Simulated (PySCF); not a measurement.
C4H14BNSi

```xyz
21

C     2.7543    0.9257    0.9546
B     1.6036    0.1507    0.2279
C     1.8800   -0.6399   -1.0930
Si   -0.2388    0.1026    1.0839
N    -1.5065   -0.2756   -0.0631
C    -1.6637    0.5472   -1.2345
C    -2.7258   -0.9192    0.3535
H     2.6527    1.9637    0.5728
H     3.7716    0.5949    0.6926
H     2.6549    1.0064    2.0481
H     1.0059   -0.8292   -1.7317
H     2.2074   -1.6357   -0.7248
H     2.7204   -0.2515   -1.6910
H    -0.5016    1.3740    1.8613
H    -0.2617   -1.0003    2.1051
H    -0.6958    0.9695   -1.5492
H    -2.0543   -0.0436   -2.0843
H    -2.3609    1.3986   -1.0825
H    -3.1367   -1.5428   -0.4629
H    -3.5229   -0.2033    0.6470
H    -2.5401   -1.5804    1.2128
```

Geometry: PBE0-D3(BJ)/def2-SVP.

Method: PBE0/pcSseg-1, SCF density, gas phase, non-relativistic in PySCF 2.14.0.

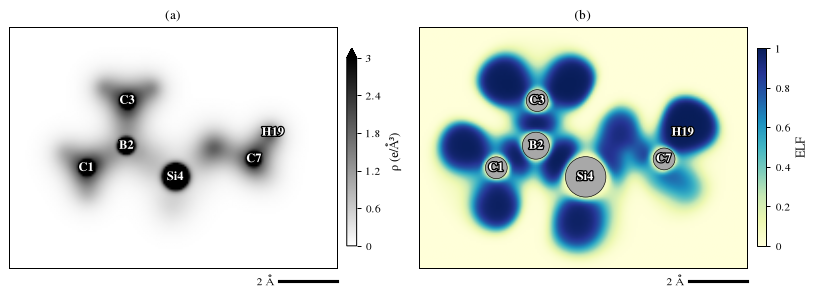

Figure 1. (a) electron density; (b) electron localisation function on the plane of atoms C1, B2 and Si4. Grey discs cover the atomic cores in the ELF map.

Question: What do the fields say about this system?

Answer: Atoms in the plane: C, B, Si and H.
C–B (1.56 Å): the density is about 1.4 e/Å³ at the midpoint; the ELF peaks at about 0.95 between the atoms: localised, covalent bonding.
Si–B (2.03 Å): ρ is about 0.79 e/Å³ halfway; the ELF peaks at about 1 between the atoms: localised, covalent bonding.
C–H (1.11 Å): ρ at the midpoint is about 1.9 e/Å³; the ELF climbs to about 1 towards the hydrogen, as it does in any bond to H; a covalent bond by its length.
The ELF also peaks beside N5, away from the bonds: lone-pair regions.

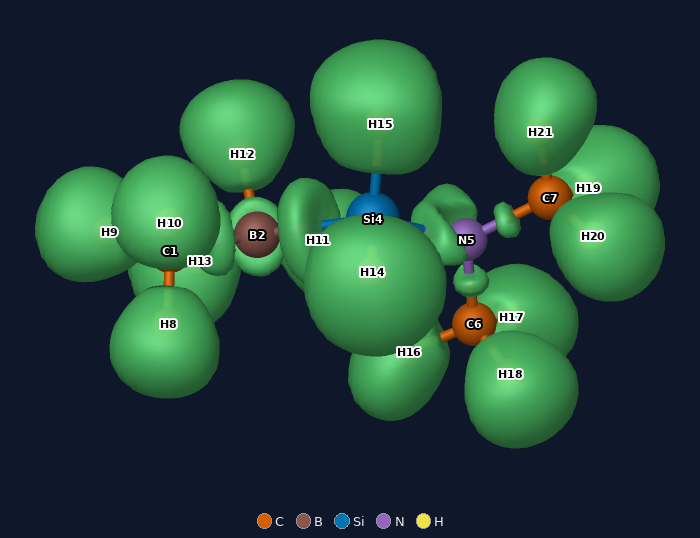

Figure 2. Isosurface of the electron localisation function at 0.85 (green), seen from one side. Only the valence region is drawn (cores and ρ < 0.01 e/Å³ removed).

Question: Where are the electrons localised?

Answer: At this value the surface marks out two regions between bonded B–C atoms (shared pairs), one region between bonded B–Si atoms (shared pairs), two regions between bonded C–N atoms (shared pairs), 14 regions around hydrogen nuclei and one region on N in which the atom's valence shell and bonds are merged. Along the contacts the grid gives the following. C–N (1.44 Å): the ELF peaks at about 0.90 between the atoms; a covalent bond.

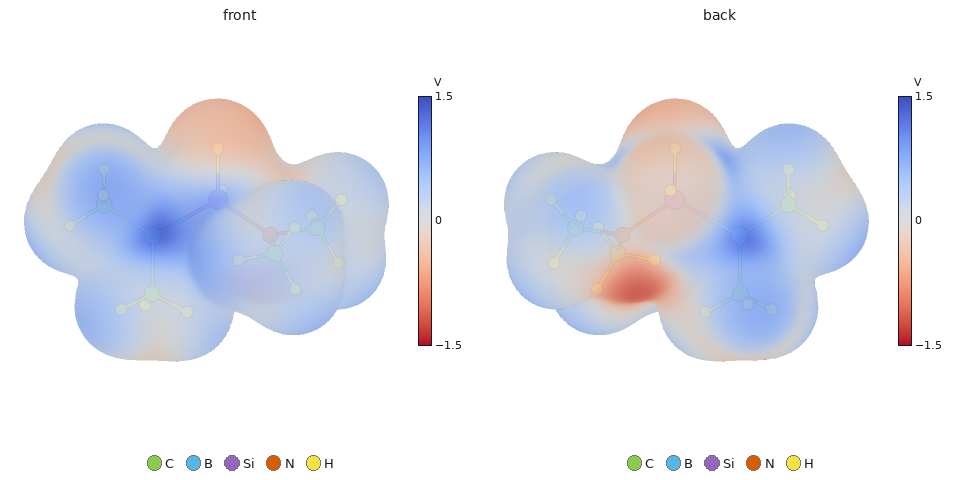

Figure 3. The electrostatic potential painted on the density surface at 0.002 e/bohr³, seen from the front and from behind; the colour scale runs from red (negative) to blue (positive).

Question: Where is the surface potential most negative and most positive?

Answer: The most negative region (about −1.1 V, or −25 kcal/mol for a unit charge) lies over N5, the most positive (about +1.1 V, or +25 kcal/mol for a unit charge) over B2. N5 is the likeliest acceptor of a hydrogen bond.

Question: How polar is the molecule by this calculation?

Answer: Its dipole moment is 0.94 D.
